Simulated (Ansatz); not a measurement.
Zn₁₆AsO₁₅ and related structures: several calculations on one system

## 1. Relaxation

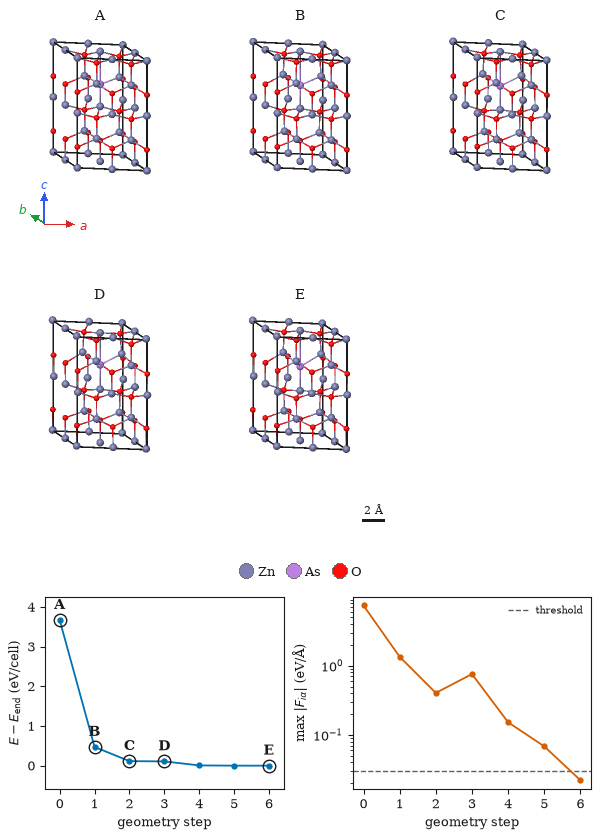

Frames of a relaxation of a defect cell of composition Zn16AsO15, marked on the history of the run. Style: ball-and-stick. Shown: the cell of the calculation (origin shifted), slightly off an axis.

These are results of DFT, PBE, plane-wave PAW, default files, scalar-relativistic (Ansatz), not measurements. Set-up: plane-wave cutoff 420 eV; k-point mesh 3 × 3 × 2; occupations fermi dirac; smearing width 0.01 eV; collinear spin; atoms relaxed in a fixed cell; force threshold 0.03 eV/Å; at most 40 steps.

> What happens along the run?

A Zn atom moves most: 0.50 Å along −c. By element the largest moves are Zn 0.50 Å, As 0.30 Å, O 0.17 Å. The cell doesn't change. Among the contacts that change: As–Zn 1.944 → 2.283 Å, As–Zn 3.113 → 3.401 Å, As–Zn 2.093 → 2.296 Å, O–Zn 1.973 → 1.939 Å. Bond angles that change, for instance: Zn–O–Zn 110.4° → 98.0°, Zn–O–Zn 108.6° → 96.3°, As–Zn–O 112.0° → 100.1°. Over 6 geometry steps the energy falls by 3.670 eV per cell of the calculation. The largest force component goes from 7.4 to 0.022 eV/Å. Cost: 2 min on 4 threads of INTEL(R) XEON(R) PLATINUM 8581C CPU @ 2.30GHz (Emerald Rapids) (shared host), peak memory 2.2 GiB. From step 0 to 1: Zn atoms move most (0.20 Å), energy −3.198 eV per cell of the calculation. From step 1 to 2: a Zn atom moves most (0.12 Å), energy −0.358 eV per cell of the calculation. From step 2 to 3: a Zn atom moves most (0.20 Å), energy −6.4 meV per cell of the calculation. From step 3 to 6: a Zn atom moves most (0.21 Å), energy −0.108 eV per cell of the calculation.

```tsv
step	E − E(0), meV/atom	largest force component, eV/Å
0	0.00	7.4278
1	-99.94	1.3458
2	-111.13	0.4041
3	-111.32	0.7572
4	-114.49	0.1524
5	-114.68	0.0682
6	-114.69	0.0221
```

Limits of the set-up: the periodic images lie only 6.5 Å apart, so the values are limited by the cell's size.

## 2. Relaxation

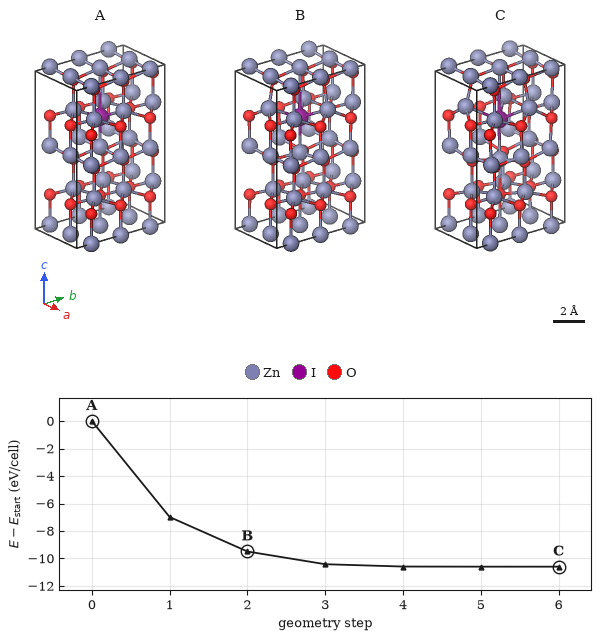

Frames of a relaxation of a defect cell of composition Zn24IO23, marked on the history of the run. A ball-and-stick model of the cell of the calculation (origin shifted), seen slightly off an axis.

Method: DFT, PBE, plane-wave PAW, default files, scalar-relativistic (Ansatz 0.2.0). Set-up: plane-wave cutoff 420 eV; k-point mesh 3 × 2 × 2; occupations fermi dirac; smearing width 0.01 eV; collinear spin; atoms relaxed in a fixed cell; force threshold 0.03 eV/Å; at most 40 steps.

### Describe the path.

The atom that moves furthest is a Zn atom (0.81 Å along −c). Largest moves by element: Zn 0.81 Å, I 0.18 Å, O 0.18 Å. The cell doesn't change. Some distances before and after: O–Zn 3.233 → 2.327 Å, I–Zn 1.973 → 2.619 Å, I–Zn 1.979 → 2.561 Å, I–Zn 1.979 → 2.520 Å. Among the angles between lasting bonds that change: Zn–O–Zn 110.4° → 86.5°, I–Zn–O 108.6° → 87.1°, I–Zn–O 110.4° → 89.1°. The energy falls by 10.597 eV per cell of the calculation in 6 geometry steps. The largest force component goes from 14 to 0.024 eV/Å. The program noted that the starting moments weren't kept. From step 0 to 2: a Zn atom moves most (0.38 Å), energy −9.492 eV per cell of the calculation. From step 2 to 6: a Zn atom moves most (0.43 Å), energy −1.104 eV per cell of the calculation.

Limits of the set-up: the periodic images lie only 6.5 Å apart, so the values are limited by the cell's size.

## 3. Defect

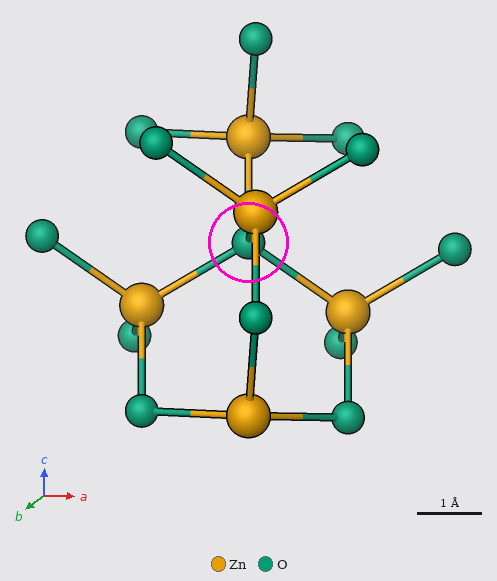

Perfect ZnO. A ball-and-stick model of the atoms within 3.8 Å of one point, seen from a free direction.

Computed with DFT, PBE, plane-wave PAW, default files, scalar-relativistic in Ansatz 0.2.0. Set-up: plane-wave cutoff 420 eV; k-point mesh 3 × 2 × 2; occupations fermi dirac; smearing width 0.01 eV; collinear spin. The axes drawn are those of the host's conventional cell.

An oxygen atom is replaced by fluorine at the ringed place, in charge state 0. The supercell has 48 sites, and the atoms are relaxed at the host's cell.

Q: How do the neighbours respond?

A: In the host the O atom has 4 Zn at 1.97 to 1.98 Å; the F atom ends with 4 Zn at 2.14 to 2.19 Å. Of the host's atoms, a zinc atom moves furthest from its site, by 0.21 Å. The cell ends without a net magnetic moment. Relaxing the atoms from the host's sites lowers the energy by 0.70 eV.

The relaxed defect, seen from the same direction:

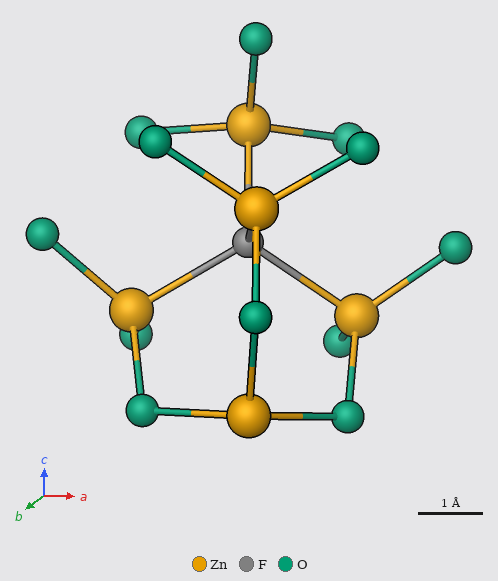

Limits of the set-up: the periodic images lie only 6.5 Å apart, so the values are limited by the cell's size.

## 4. Defect

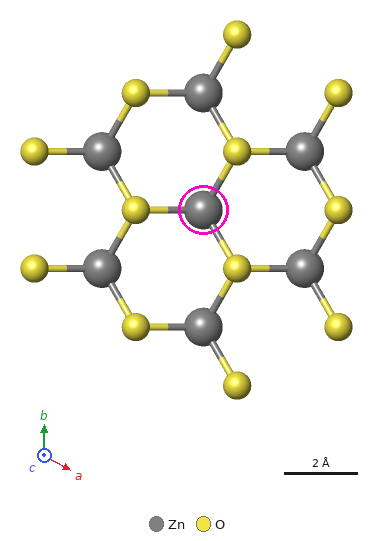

Perfect ZnO. Style: ball-and-stick. Shown: the atoms within 5.3 Å of one point, in a slice 5.0 Å thick across the line of sight, along the c axis.

Level of theory: DFT, PBE, plane-wave PAW, default files, scalar-relativistic in Ansatz. Set-up: plane-wave cutoff 420 eV; k-point mesh 3 × 2 × 2; occupations fermi dirac; smearing width 0.01 eV; no spin polarisation. A uniform background neutralises the charged cell. The axes drawn are those of the host's conventional cell.

A zinc atom is replaced by rubidium at the ringed place, in charge state −1. The supercell has 48 sites, and the atoms are relaxed at the host's cell.

**How do the neighbours respond?**

In the host the Zn atom has 4 O at 1.97 to 1.98 Å; the Rb atom ends with 4 O at 2.44 to 2.53 Å. Of the host's atoms, an oxygen atom moves furthest from its site, by 0.82 Å. The Rb atom itself moves 0.36 Å from where it was put. Relaxing the atoms from the host's sites lowers the energy by 6.54 eV.

The relaxed defect, seen from the same direction:

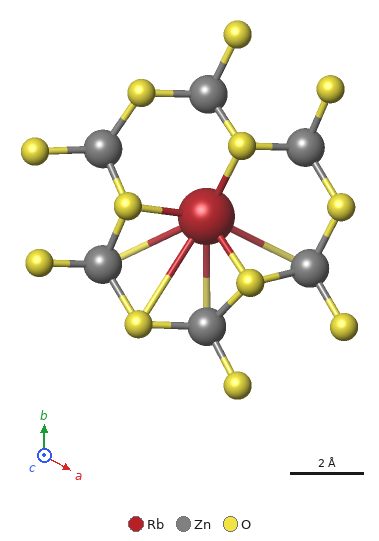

Limits of the set-up: the periodic images lie only 6.5 Å apart, so the values are limited by the cell's size; the cell is charged, on a uniform background, and energies carry no finite-size correction.
